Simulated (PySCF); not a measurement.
Ga(Br)(Me)2, SMILES [CH3][Ga]([CH3])[Br] (C₂H₆BrGa) at its PBE0/def2-SVP optimised geometry (Å):

```
10

Ga    -0.1992    -0.1632     0.0000
Br    -1.1490    -2.2840     0.0125
C     -1.5056     1.2946     0.0000
H     -2.1320     1.2274    -0.9033
H     -1.0265     2.2840     0.0289
H     -2.1747     1.1932     0.8684
C      1.7583    -0.1632     0.0000
H      2.1747     0.8442    -0.1456
H      2.1343    -0.8295    -0.7910
H      2.1217    -0.5597     0.9614
```

Method: PBE0/def2-TZVP in PySCF. Cells within 0.4 Å of a nucleus heavier than hydrogen are left out (blank, or x).

Map of the Laplacian of the electron density (e/bohr⁵), clipped to [-1.50, 1.50] on the plane z = 0.0 Å:

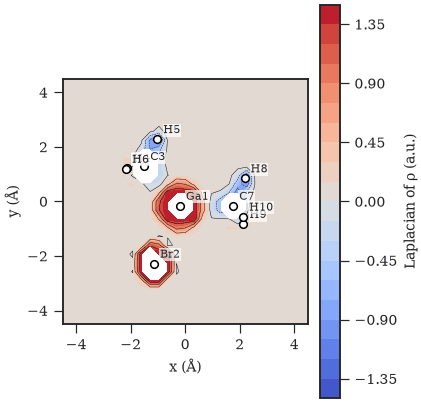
*Laplacian of the electron density (e/bohr⁵), clipped to [-1.50, 1.50] on the plane z = 0.0 Å.*
